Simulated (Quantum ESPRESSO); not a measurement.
# MnAu: turning two sublattices against each other, part 2 of 2

How does the energy of MnAu follow the angle between its sublattices, and is it a Heisenberg cosine?

Quantum ESPRESSO 7.5; LDA; plane waves with GBRV 1.5 LDA potentials, no spin-orbit coupling.

So far, largest spin moment in the atom's sphere (μB): step 2 (the collinear order that defines the sublattices) 3.84; step 3 (ferromagnetic, Kohn–Sham states 39, start moments [3.5, 3.5 …) 3.82.

**4. Angle 0°, no penalty**

The two sets tilt by half the angle to either side of z. A collinear state is stationary and needs no penalty.

Contents of pw.in:

```
&CONTROL
  calculation = 'scf'
  prefix = 'pwscf'
  outdir = './tmp'
  pseudo_dir = './pseudo'
  disk_io = 'nowf'
/
&SYSTEM
  ibrav = 0
  nat = 4
  ntyp = 2
  ecutwfc = 34
  ecutrho = 238
  nbnd = 70
  occupations = 'smearing'
  smearing = 'fd'
  degauss = 0.00734986
  noncolin = .true.
  starting_magnetization(1) = 0.256
  angle1(1) = 0
  angle2(1) = 0
  starting_magnetization(2) = 0
/
&ELECTRONS
  conv_thr = 4d-08
  electron_maxstep = 150
  mixing_beta = 0.3
/
ATOMIC_SPECIES
Mn     54.9380 mn_lda_v1.5.uspp.F.UPF
Au    196.9666 au_lda_v1.uspp.F.UPF
CELL_PARAMETERS bohr
  12.0516338735    0.0000000000    0.0000000000
   6.0258169367    6.0258169367    0.0000000000
   0.0000000000    0.0000000000    6.2547345800
ATOMIC_POSITIONS crystal
Mn      0.0000000000    0.5000000000    0.5000000000
Mn      0.5000000000    0.5000000000    0.5000000000
Au      0.0000000000    0.0000000000    0.0000000000
Au      0.5000000000    0.0000000000    0.0000000000
K_POINTS automatic
3 6 6 0 0 0
```

On the command line:

```sh
$ OMP_NUM_THREADS=1 mpirun -n 4 pw.x -nk 4 -in pw.in > pw.out
```

Output:

```text
[banner, memory and clock lines left out]
Program PWSCF v.7.5 starts

     Found identity + ( -0.5000  0.0000  0.0000) symmetry
     This is a supercell, fractional translations are disabled
     Message from routine setup:
     using ibrav=0 with symmetry is DISCOURAGED, use correct ibrav instead

     bravais-lattice index     =            0
     lattice parameter (alat)  =      12.0516  a.u.
     unit-cell volume          =     454.2247 (a.u.)^3
     number of atoms/cell      =            4
     number of atomic types    =            2
     number of electrons       =        52.00
     number of Kohn-Sham states=           70
     kinetic-energy cutoff     =      34.0000  Ry
     charge density cutoff     =     238.0000  Ry
     scf convergence threshold =      4.0E-08
     mixing beta               =       0.3000
     number of iterations used =            8  plain     mixing
     Exchange-correlation= SLA  PZ   NOGX NOGC
                           (   1   1   0   0   0   0   0)
     Noncollinear calculation without spin-orbit

     [... lines left out ...]
     PseudoPot. # 1 for Mn read from file:
     mn_lda_v1.5.uspp.F.UPF
     Pseudo is Ultrasoft + core correction, Zval = 15.0

     PseudoPot. # 2 for Au read from file:
     au_lda_v1.uspp.F.UPF
     Pseudo is Ultrasoft + core correction, Zval = 11.0

     atomic species   valence    mass     pseudopotential
     Mn               15.00    54.93800     Mn( 1.00)
     Au               11.00   196.96660     Au( 1.00)

     16 Sym. Ops., with inversion, found

   Cartesian axes

     site n.     atom                  positions (alat units)
         1        Mn     tau(   1) = (   0.2500000   0.2500000   0.2594974  )
         2        Mn     tau(   2) = (   0.7500000   0.2500000   0.2594974  )
         3        Au     tau(   3) = (   0.0000000   0.0000000   0.0000000  )
         4        Au     tau(   4) = (   0.5000000   0.0000000   0.0000000  )

     number of k points=    24  Fermi-Dirac smearing, width (Ry)=  0.0073

     Dense  grid:    28151 G-vectors     FFT dimensions: (  60,  45,  32)

     Smooth grid:    12151 G-vectors     FFT dimensions: (  45,  32,  24)

     Check: negative core charge=   -0.000020
     Generating pointlists ...
     new r_m :   0.1809 (alat units)  2.1802 (a.u.) for type    1
     new r_m :   0.1809 (alat units)  2.1802 (a.u.) for type    2

     Initial potential from superposition of free atoms

     starting charge      50.9997, renormalised to      52.0000

     atom number    1 relative position :    0.2500   0.2500   0.2595
     charge :    13.752921  (integrated on a sphere of radius 0.181)
     magnetization :          0.000000    0.000000    3.452285
     magnetization/charge:    0.000000    0.000000    0.251022
     polar coord.: r, theta, phi [deg] :     3.452285    0.000000  360.000000

     atom number    2 relative position :    0.7500   0.2500   0.2595
     charge :    13.752921  (integrated on a sphere of radius 0.181)
     magnetization :          0.000000    0.000000    3.452285
     magnetization/charge:    0.000000    0.000000    0.251022
     polar coord.: r, theta, phi [deg] :     3.452285    0.000000  360.000000

     atom number    3 relative position :    0.0000   0.0000   0.0000
     charge :     9.501194  (integrated on a sphere of radius 0.181)
     magnetization :          0.000000    0.000000    0.059078
     magnetization/charge:    0.000000    0.000000    0.006218
     polar coord.: r, theta, phi [deg] :     0.059078    0.000000  360.000000

     atom number    4 relative position :    0.5000   0.0000   0.0000
     charge :     9.501194  (integrated on a sphere of radius 0.181)
     magnetization :          0.000000    0.000000    0.059078
     magnetization/charge:    0.000000    0.000000    0.006218
     polar coord.: r, theta, phi [deg] :     0.059078    0.000000  360.000000

     Starting wfcs are   88 randomized atomic wfcs

     Self-consistent Calculation

     iteration #  1     ecut=    34.00 Ry     beta= 0.30
     Davidson diagonalization with overlap
     ethr =  1.00E-02,  avg # of iterations =  2.1

     total energy              =    -651.93458492 Ry
     estimated scf accuracy    <       1.20745930 Ry

     total magnetization       =     0.00    -0.00     7.72 Bohr mag/cell
     absolute magnetization    =     7.78 Bohr mag/cell

     [... further iterations left out ...]

     iteration # 12     ecut=    34.00 Ry     beta= 0.30
     Davidson diagonalization with overlap
     ethr =  4.58E-10,  avg # of iterations =  3.2

     atom number    1 relative position :    0.2500   0.2500   0.2595
     charge :    13.622353  (integrated on a sphere of radius 0.181)
     magnetization :          0.000000   -0.000000    3.824035
     magnetization/charge:    0.000000   -0.000000    0.280718
     polar coord.: r, theta, phi [deg] :     3.824035    0.000000  360.000000

     atom number    2 relative position :    0.7500   0.2500   0.2595
     charge :    13.622353  (integrated on a sphere of radius 0.181)
     magnetization :         -0.000000    0.000000    3.824035
     magnetization/charge:   -0.000000    0.000000    0.280718
     polar coord.: r, theta, phi [deg] :     3.824035    0.000000  360.000000

     atom number    3 relative position :    0.0000   0.0000   0.0000
     charge :     9.147653  (integrated on a sphere of radius 0.181)
     magnetization :          0.000000   -0.000000    0.088265
     magnetization/charge:    0.000000   -0.000000    0.009649
     polar coord.: r, theta, phi [deg] :     0.088265    0.000000  360.000000

     atom number    4 relative position :    0.5000   0.0000   0.0000
     charge :     9.147645  (integrated on a sphere of radius 0.181)
     magnetization :          0.000000   -0.000000    0.088267
     magnetization/charge:    0.000000   -0.000000    0.009649
     polar coord.: r, theta, phi [deg] :     0.088267    0.000000  360.000000

     End of self-consistent calculation

     [... lines left out ...]
     the Fermi energy is    14.0256 ev

!    total energy              =    -652.12729501 Ry
     estimated scf accuracy    <          9.3E-09 Ry
     smearing contrib. (-TS)   =      -0.00827217 Ry
     internal energy E=F+TS    =    -652.11902284 Ry

     The total energy is F=E-TS. E is the sum of the following terms:
     one-electron contribution =    -210.61031537 Ry
     hartree contribution      =     143.66128411 Ry
     xc contribution           =    -176.62659520 Ry
     ewald contribution        =    -408.54339638 Ry

     total magnetization       =     0.00    -0.00     8.05 Bohr mag/cell
     absolute magnetization    =     8.23 Bohr mag/cell

     convergence has been achieved in  12 iterations
```

Run time: 24 s. Hardware: 4 MPI ranks of Intel Xeon 6975P-C (Granite Rapids), shared host; peak memory 0.67 GiB.

Spin moment in the atom's sphere by atom:

| atom | x (μB) | y (μB) | z (μB) | size |
| --- | --- | --- | --- | --- |
| Mn1 | 0.00 | 0.00 | 3.82 | 3.82 |
| Mn2 | 0.00 | 0.00 | 3.82 | 3.82 |
| Au3 | 0.00 | 0.00 | 0.09 | 0.09 |
| Au4 | 0.00 | 0.00 | 0.09 | 0.09 |

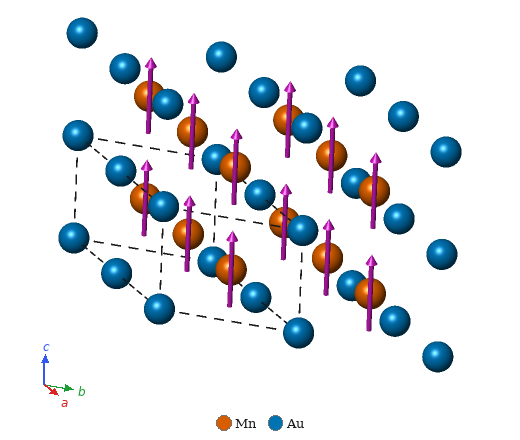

Spin moment in the atom's sphere as arrows, the longest 3.82 μB. 1×2×2 cells are drawn. Some periodic images of atoms are drawn too.

This step gave:

```
smearing term TS       : 0.1125 eV
magnetization          : 0, 0, 8.048 μB
absolute magnetization : 8.233 μB
final state            : ferromagnetic
```

**5. Angle 60°, lambda 0.2 Ry**

A penalty pulls the polar angle of each moment to the typed one; its size and its azimuth are free.

Edit pw.in of step 4 so:

```diff
@@ -10,3 +10,3 @@
   nat = 4
-  ntyp = 2
+  ntyp = 3
   ecutwfc = 34
@@ -19,5 +19,12 @@
   starting_magnetization(1) = 0.256
-  angle1(1) = 0
+  angle1(1) = 30
   angle2(1) = 0
-  starting_magnetization(2) = 0
+  starting_magnetization(2) = 0.256
+  angle1(2) = 30
+  angle2(2) = 180
+  starting_magnetization(3) = 0.0073
+  angle1(3) = 0
+  angle2(3) = 0
+  constrained_magnetization = 'atomic direction'
+  lambda = 0.2
 /
@@ -29,3 +36,4 @@
 ATOMIC_SPECIES
-Mn     54.9380 mn_lda_v1.5.uspp.F.UPF
+Mn1    54.9380 mn_lda_v1.5.uspp.F.UPF
+Mn2    54.9380 mn_lda_v1.5.uspp.F.UPF
 Au    196.9666 au_lda_v1.uspp.F.UPF
@@ -36,4 +44,4 @@
 ATOMIC_POSITIONS crystal
-Mn      0.0000000000    0.5000000000    0.5000000000
-Mn      0.5000000000    0.5000000000    0.5000000000
+Mn1     0.0000000000    0.5000000000    0.5000000000
+Mn2     0.5000000000    0.5000000000    0.5000000000
 Au      0.0000000000    0.0000000000    0.0000000000
```

Output:

```text
     [... lines left out ...]
Program PWSCF v.7.5 starts
     [... lines left out ...]
     number of atoms/cell      =            4
     [... lines left out ...]
     number of electrons       =        52.00
     number of Kohn-Sham states=           70
     kinetic-energy cutoff     =      34.0000  Ry
     charge density cutoff     =     238.0000  Ry
     scf convergence threshold =      4.0E-08
     [... lines left out ...]
     Noncollinear calculation without spin-orbit
     [... lines left out ...]
      4 Sym. Ops., with inversion, found ( 2 have fractional translation)
     [... lines left out ...]
     number of k points=    40  Fermi-Dirac smearing, width (Ry)=  0.0073
     [... lines left out ...]
     iteration # 15     ecut=    34.00 Ry     beta= 0.30
     [... lines left out ...]
     constraint energy (Ry) =      0.00004741
     atom number    1 relative position :    0.2500   0.2500   0.2595
     [... lines left out ...]
     magnetization :          1.842932   -0.000000    3.362326
     [... lines left out ...]
     atom number    2 relative position :    0.7500   0.2500   0.2595
     [... lines left out ...]
     magnetization :         -1.842947   -0.000000    3.362304
     [... lines left out ...]
     atom number    3 relative position :    0.0000   0.0000   0.0000
     [... lines left out ...]
     magnetization :          0.000001    0.000000    0.081662
     [... lines left out ...]
     atom number    4 relative position :    0.5000   0.0000   0.0000
     [... lines left out ...]
     magnetization :          0.000000   -0.000000    0.081662
     [... lines left out ...]
     the Fermi energy is    14.0598 ev
!    total energy              =    -652.12623835 Ry
     estimated scf accuracy    <          9.2E-09 Ry
     smearing contrib. (-TS)   =      -0.00847782 Ry
     [... lines left out ...]
     total magnetization       =    -0.00     0.00     7.08 Bohr mag/cell
     absolute magnetization    =     8.26 Bohr mag/cell
     [... lines left out ...]
     convergence has been achieved in  15 iterations
```

Wall time 43 s (4 MPI ranks); peak memory 0.73 GiB.

Spin moment in the atom's sphere by atom:

| atom | x (μB) | y (μB) | z (μB) | size |
| --- | --- | --- | --- | --- |
| Mn1 | 1.84 | 0.00 | 3.36 | 3.83 |
| Mn2 | -1.84 | 0.00 | 3.36 | 3.83 |
| Au3 | 0.00 | 0.00 | 0.08 | 0.08 |
| Au4 | 0.00 | 0.00 | 0.08 | 0.08 |

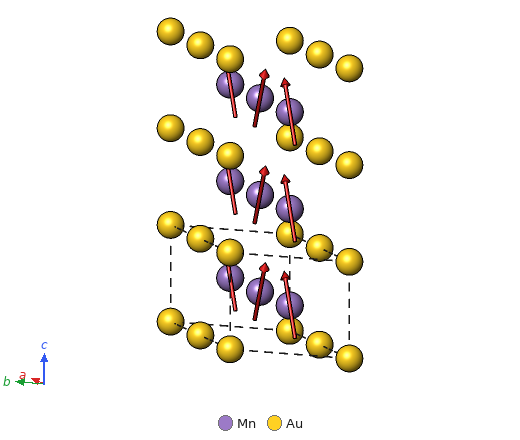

Spin moment in the atom's sphere as arrows, the longest 3.83 μB. 1×1×3 cells are drawn. Some periodic images of atoms are drawn too.

This step gave:

```
smearing term TS       : 0.1153 eV
magnetization          : 0, 0, 7.082 μB
absolute magnetization : 8.259 μB
penalty energy         : 0.645 meV
final state            : non-collinear
```

**6. Angle 120°, lambda 0.2 Ry**

Edit pw.in of step 5 so:

```diff
@@ -19,8 +19,8 @@
   starting_magnetization(1) = 0.256
-  angle1(1) = 30
+  angle1(1) = 60
   angle2(1) = 0
   starting_magnetization(2) = 0.256
-  angle1(2) = 30
+  angle1(2) = 60
   angle2(2) = 180
-  starting_magnetization(3) = 0.0073
+  starting_magnetization(3) = 0.0036
   angle1(3) = 0
```

Output:

```text
     [... lines left out ...]
Program PWSCF v.7.5 starts
     [... lines left out ...]
     number of atoms/cell      =            4
     [... lines left out ...]
     number of electrons       =        52.00
     number of Kohn-Sham states=           70
     kinetic-energy cutoff     =      34.0000  Ry
     charge density cutoff     =     238.0000  Ry
     scf convergence threshold =      4.0E-08
     [... lines left out ...]
     Noncollinear calculation without spin-orbit
     [... lines left out ...]
      4 Sym. Ops., with inversion, found ( 2 have fractional translation)
     [... lines left out ...]
     number of k points=    40  Fermi-Dirac smearing, width (Ry)=  0.0073
     [... lines left out ...]
     iteration # 13     ecut=    34.00 Ry     beta= 0.30
     [... lines left out ...]
     constraint energy (Ry) =      0.00012240
     atom number    1 relative position :    0.2500   0.2500   0.2595
     [... lines left out ...]
     magnetization :          3.281526   -0.000000    1.984561
     [... lines left out ...]
     atom number    2 relative position :    0.7500   0.2500   0.2595
     [... lines left out ...]
     magnetization :         -3.281501   -0.000000    1.984553
     [... lines left out ...]
     atom number    3 relative position :    0.0000   0.0000   0.0000
     [... lines left out ...]
     magnetization :          0.000002   -0.000000    0.048315
     [... lines left out ...]
     atom number    4 relative position :    0.5000   0.0000   0.0000
     [... lines left out ...]
     magnetization :          0.000001    0.000000    0.048315
     [... lines left out ...]
     the Fermi energy is    14.1160 ev
!    total energy              =    -652.12222162 Ry
     estimated scf accuracy    <       0.00000003 Ry
     smearing contrib. (-TS)   =      -0.00844135 Ry
     [... lines left out ...]
     total magnetization       =     0.00     0.00     4.16 Bohr mag/cell
     absolute magnetization    =     8.21 Bohr mag/cell
     [... lines left out ...]
     convergence has been achieved in  13 iterations
```

The job ended after 38 s (4 MPI ranks; peak memory 0.74 GiB).

This step gave:

```yaml
smearing_term_ts: 0.1149 eV
magnetization: 0, 0, 4.164 μB
absolute_magnetization: 8.21 μB
penalty_energy: 1.665 meV
final_state: non-collinear
largest_moment: 3.835 μB
```

**7. Angle 120°, lambda 2 Ry**

Edit pw.in of step 6 so:

```diff
@@ -28,3 +28,3 @@
   constrained_magnetization = 'atomic direction'
-  lambda = 0.2
+  lambda = 2
 /
```

Output:

```text
     [... lines left out ...]
Program PWSCF v.7.5 starts
     [... lines left out ...]
     number of atoms/cell      =            4
     [... lines left out ...]
     number of electrons       =        52.00
     number of Kohn-Sham states=           70
     kinetic-energy cutoff     =      34.0000  Ry
     charge density cutoff     =     238.0000  Ry
     scf convergence threshold =      4.0E-08
     [... lines left out ...]
     Noncollinear calculation without spin-orbit
     [... lines left out ...]
      4 Sym. Ops., with inversion, found ( 2 have fractional translation)
     [... lines left out ...]
     number of k points=    40  Fermi-Dirac smearing, width (Ry)=  0.0073
     [... lines left out ...]
     iteration # 13     ecut=    34.00 Ry     beta= 0.30
     [... lines left out ...]
     constraint energy (Ry) =      0.00001237
     atom number    1 relative position :    0.2500   0.2500   0.2595
     [... lines left out ...]
     magnetization :          3.316866   -0.000000    1.923932
     [... lines left out ...]
     atom number    2 relative position :    0.7500   0.2500   0.2595
     [... lines left out ...]
     magnetization :         -3.316816    0.000000    1.924021
     [... lines left out ...]
     atom number    3 relative position :    0.0000   0.0000   0.0000
     [... lines left out ...]
     magnetization :          0.000001   -0.000000    0.046670
     [... lines left out ...]
     atom number    4 relative position :    0.5000   0.0000   0.0000
     [... lines left out ...]
     magnetization :          0.000000    0.000000    0.046670
     [... lines left out ...]
     the Fermi energy is    14.1173 ev
!    total energy              =    -652.12200022 Ry
     estimated scf accuracy    <       0.00000002 Ry
     smearing contrib. (-TS)   =      -0.00849661 Ry
     [... lines left out ...]
     total magnetization       =     0.00     0.00     4.03 Bohr mag/cell
     absolute magnetization    =     8.21 Bohr mag/cell
     [... lines left out ...]
     convergence has been achieved in  13 iterations
```

Elapsed: 36 s, on 4 MPI ranks; peak memory 0.6 GiB; 2.4 min of CPU time.

This step gave:

```
smearing term TS       : 0.1156 eV
magnetization          : 0, 0, 4.035 μB
absolute magnetization : 8.206 μB
penalty energy         : 0.1683 meV
final state            : non-collinear
largest moment         : 3.834 μB
```

**8. The angles together**

Not every run of the table is shown above.

Canting:

| lambda (Ry) | typed angle (degrees) | final angle (degrees) | energy less that at the first angle (meV a seeded atom) | penalty energy, not in the total (meV a cell) | largest site moment (μB) | CPU time (s) |
| --- | --- | --- | --- | --- | --- | --- |
| - | 0 | 0 | 0 | 0 | 3.824 | 92.86 |
| 0.2 | 60 | 57.46 | 7.188 | 0.645 | 3.834 | 169.9 |
| 0.2 | 120 | 117.7 | 34.51 | 1.665 | 3.835 | 151.8 |
| - | 180 | 180 | 66.35 | 0 | 3.84 | 114.6 |
| 2 | 60 | 59.75 | 7.772 | 0.06558 | 3.835 | 145.5 |
| 2 | 120 | 119.8 | 36.02 | 0.1683 | 3.834 | 141.9 |

The energy less that at the first angle by final angle between the sublattices:

| final angle between the sublattices (degrees) | energy less that at the first angle (meV a seeded atom) |
| --- | --- |
| 0.0 | 0 |
| 59.7 | 7.77 |
| 119.8 | 36.0 |
| 180.0 | 66.3 |

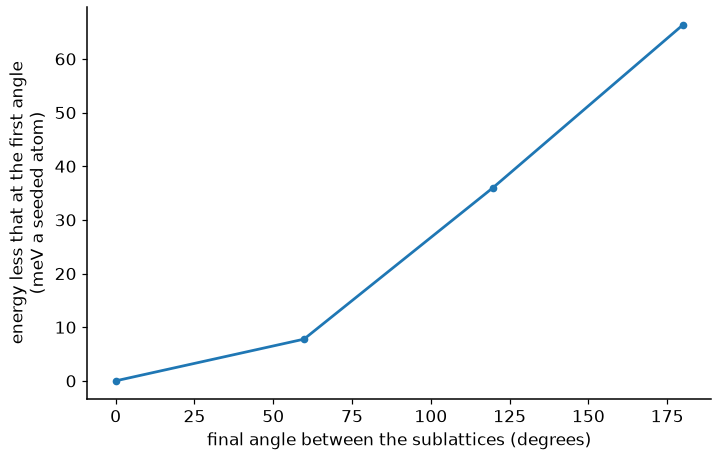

Energy less that at the first angle, plotted against final angle between the sublattices.

A fit to E = E0 − A cos θ − B cos² θ gives A = 32.2 meV and B = -14.9 meV a seeded atom.

**9. Summary of results**

| Property | Result |
| --- | --- |
| angle of lowest energy | 0° |
| range of the energy | 66.3 meV a seeded atom |
| range of the largest moment | 3.82 to 3.84 μB |
| bilinear coefficient A | 32.2 meV |
| biquadratic coefficient B | -14.9 meV |

**Reading.** The penalty holds the angles within 0.25° of the typed ones. A is positive, so parallel sublattices are favoured; B is 0.46 of it in size, but four points for three parameters hardly fix B. The largest moment changes by 0.41 % over the angles. Raising lambda from 0.2 to 2 Ry moves the largest miss of an angle from 2.5° to 0.25°. This holds for the two sublattices of this cell; other orders were not tried. Without spin–orbit coupling only the angle between the moments matters. The mesh is coarse, so differences of some ten meV can be noise where moments are itinerant. Energies are free energies at an electronic temperature of 1160 K, which lowers moments and differences where the moments are itinerant. The cutoff lies under the 40 Ry that these files are usually run at.

[Logs and program files are shortened in this print: banners, set-up blocks, solver, clock and traceback lines can be left out without a mark of their own.]

[Logs are printed without paths, hosts, clocks, repeated set-up lines and the standing remarks that a program may print on its own settings, such as how far it seeks lower states.]

[Hosts, paths, dates, database ids (printed as entryN), source tags and the programs' standing remarks are cut or masked in the printed files.]

[Where a cell is said to come from a database of computed structures, the database is the Materials Project.]
